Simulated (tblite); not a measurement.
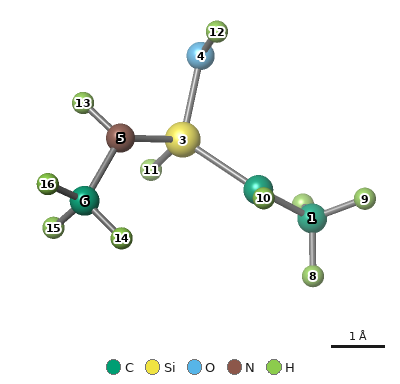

C3H10NOSi (multiplicity 2), before the relaxation. A ball-and-stick model, seen at a tilt.

Method: tblite 0.8.0, GFN2-xTB geometry optimisation, gas phase.

```xyz
16

C    -1.5999   -1.8219   -0.8914
C    -1.0988   -0.6533   -0.1317
Si    0.6438   -0.4772    0.3233
O     1.0139   -1.2589    1.7035
N     0.9518    1.1370    0.7259
C     0.8157    2.2605   -0.2003
H    -0.8384   -2.5640   -1.1095
H    -2.0207   -1.4743   -1.8389
H    -2.4033   -2.3144   -0.3268
H    -1.7808    0.1247    0.1829
H     1.5489   -0.8665   -0.7653
H     0.5110   -0.9676    2.4866
H     1.8887    1.1576    1.1160
H    -0.1988    2.3549   -0.5787
H     1.5018    2.1793   -1.0464
H     1.0574    3.1931    0.3394
```

Question: Where does the relaxation end?

Answer: The energy falls by 32.8 kJ/mol in 149 geometry steps. H10 moves most after the best rigid fit: 1.14 Å. Largest moves by element: H 1.14 Å, O 0.52 Å, C 0.38 Å, Si 0.28 Å, N 0.04 Å. Near-neighbour distances that change, for instance: C2–Si3 1.810 → 1.854 Å, Si3–N5 1.692 → 1.727 Å, O4–H12 0.975 → 0.953 Å, N5–C6 1.462 → 1.442 Å. Bond angles that change, for instance: O4–Si3–H11 111.2° → 98.8°, Si3–N5–H13 106.2° → 115.4°, N5–Si3–H11 108.5° → 116.3°. Groups turn about C2–Si3 by about 45°. The run took 0.73 s on 1 thread of Arm Neoverse V2, on a shared host.

Final geometry:

```xyz
16

C    -1.7280   -1.8344   -0.5678
C    -0.9972   -0.5524   -0.4855
Si    0.7646   -0.4248    0.0792
O     1.1239   -1.4998    1.2552
N     0.9812    1.1639    0.7216
C     0.7982    2.3657   -0.0534
H    -1.1638   -2.6403   -0.1056
H    -1.9249   -2.1036   -1.6107
H    -2.7062   -1.7577   -0.0841
H    -1.5178    0.2928   -0.9118
H     1.7425   -0.8598   -0.9284
H     0.6588   -1.4608    2.0865
H     1.7463    1.2679    1.3731
H    -0.0568    2.2322   -0.7110
H     1.6689    2.6059   -0.6751
H     0.6025    3.2140    0.6064
```

After the run, drawn alike:

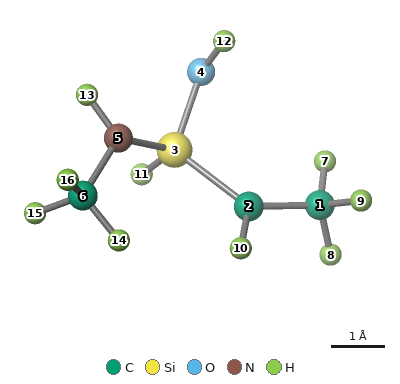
